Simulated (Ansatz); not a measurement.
Cl2H2OSi···H2

Input

```
crystal:
  periodic: [false, false, false]
  atoms:
    - { symbol: Si, position_ang: [-0.411888, 0.200423, -0.640285] }
    - { symbol: O, position_ang: [0.855875, 0.913286, 0.288989] }
    - { symbol: Cl, position_ang: [0.174381, -1.628591, -1.403912] }
    - { symbol: Cl, position_ang: [-2.098092, -0.063189, 0.523725] }
    - { symbol: H, position_ang: [-0.760921, 1.096085, -1.782851] }
    - { symbol: H, position_ang: [0.790227, -0.893576, 1.67065] }
    - { symbol: H, position_ang: [0.302489, -1.363467, 1.480235] }
    - { symbol: H, position_ang: [1.147928, 1.739028, -0.13655] }
basis:
  gaussian: { orbitals: def2-SVP }
hamiltonian:
  xc: revpbe
  dispersion: d4
relax:
  f_tol: 0.03
  max_steps: 50
output:
  orbitals: {}
```

Run with:

```sh
ansatz run input.yaml --threads 2 --pin off --max-ram 3072MiB --backend cpu --events-out ev --progress --plain --runs-dir out
```

The fields are those of the relaxed geometry.

Theory: RKS revPBE-D4/def2-SVP (Ansatz).

### Predict the electron density and electron localisation function between the atoms.

Si–O (1.66 Å): ρ is about 1.1 e/Å³ halfway; the ELF peaks at about 0.85 between the atoms, as expected for a shared but strongly polarised pair.
Si–Cl (2.08 Å): ρ at the midpoint is about 0.83 e/Å³; the ELF peaks at about 0.85 between the atoms, as expected for a polar covalent bond.

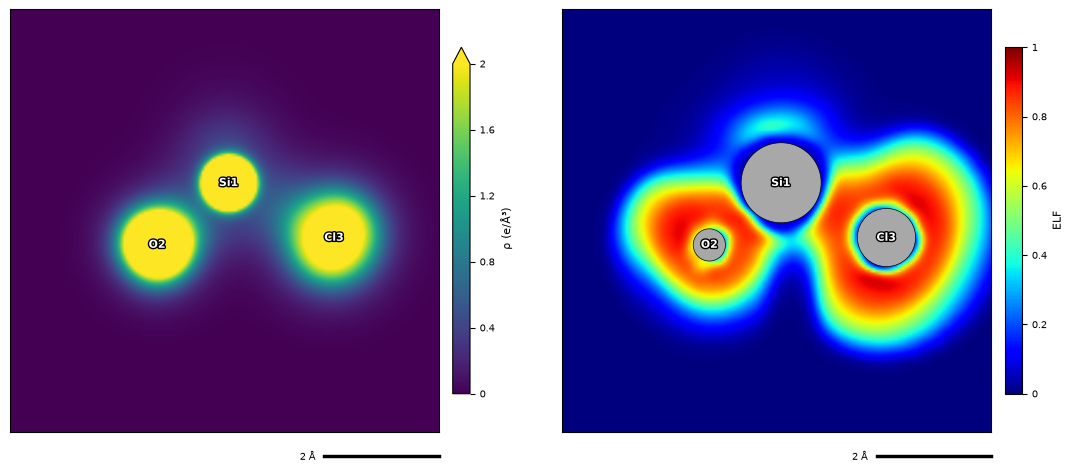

Computed electron density and electron localisation function on the plane of atoms O2, Si1 and Cl3, in this order. Grey discs cover the atomic cores in the ELF map. 
